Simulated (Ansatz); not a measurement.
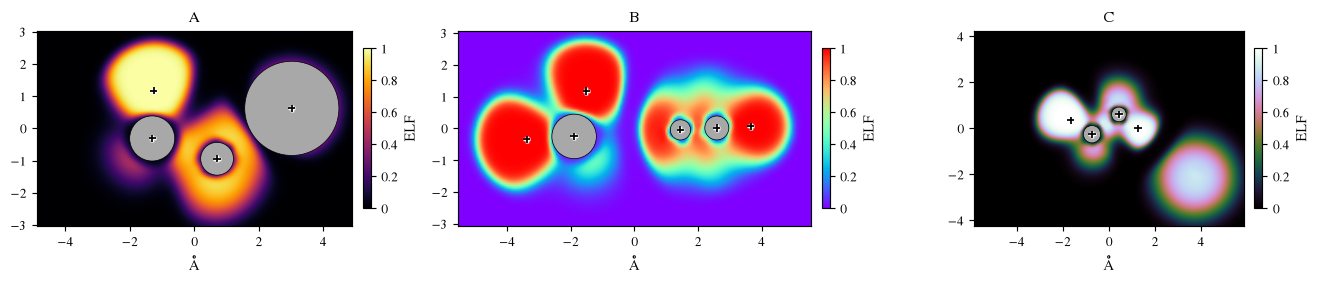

The ELF of 3 systems, each on a plane through atoms (crosses mark nuclei in the plane; grey discs cover the cores).

Level of theory: Ansatz 0.2.0, RKS PBE0-D4/def2-TZVPPD.

System 1: HCN···SiH4 (SMILES C#N.[SiH4]), the plane of atoms H5, Si4 and H8. Geometry: PBE0-D4/def2-TZVP.

```xyz
8

C    -0.5756    0.0065   -2.7676
N    -0.3182    0.0275   -1.6520
H    -0.8159   -0.0132   -3.8088
Si    0.3394   -0.0039    1.6325
H     1.4052   -0.7600    0.9308
H    -0.9807   -0.6384    1.3987
H     0.3211    1.4063    1.1730
H     0.6246   -0.0246    3.0936
```

System 2: Cl···CH5N (SMILES [Cl-].CN) (charge −1), the plane of atoms N3, C2 and H6. Geometry: rigid move from PBE0-D4/def2-TZVP.

| atom | x (Å) | y (Å) | z (Å) |
| --- | --- | --- | --- |
| Cl | -1.1191 | 0.4576 | -2.7919 |
| C | 1.1257 | -0.2027 | 1.5894 |
| N | -0.2458 | -0.6360 | 1.3999 |
| H | 1.3471 | 0.8004 | 1.1934 |
| H | 1.7971 | -0.8991 | 1.0788 |
| H | 1.3909 | -0.2183 | 2.6537 |
| H | -0.4706 | -0.5336 | 0.3999 |
| H | -0.8651 | 0.0212 | 1.8614 |

System 3: ClH3KSi (charge +1), the plane of atoms K1, Cl3 and Si2. Geometry: rigid move from PBE0-D4/def2-TZVP.

```json
{"atom": "K", "x (Å)": "-0.6822", "y (Å)": "-1.8857", "z (Å)": "-3.2465"}
{"atom": "Si", "x (Å)": "0.1654", "y (Å)": "0.2375", "z (Å)": "0.5497"}
{"atom": "Cl", "x (Å)": "-0.8201", "y (Å)": "0.1296", "z (Å)": "-1.3119"}
{"atom": "H", "x (Å)": "0.9588", "y (Å)": "-1.0048", "z (Å)": "0.6520"}
{"atom": "H", "x (Å)": "-0.9050", "y (Å)": "0.3143", "z (Å)": "1.5606"}
{"atom": "H", "x (Å)": "1.0071", "y (Å)": "1.4460", "z (Å)": "0.4825"}
```

> Which map belongs to which system?

Panel A is system 3, ClH3KSi: the plane holds K, Si, Cl and H. Si–Cl (2.11 Å): the ELF peaks at about 0.90 between the atoms; a polar covalent bond. Panel B is system 1, HCN···SiH4: the plane holds C, N, H and Si. Si4···N2 (3.35 Å): the ELF dips to about 0 between them: a weak contact between the two molecules. Panel C is system 2, Cl···CH5N: the plane holds C, N and H. C–N (1.45 Å): the ELF peaks at about 0.90 between the atoms, as expected for a shared electron pair.
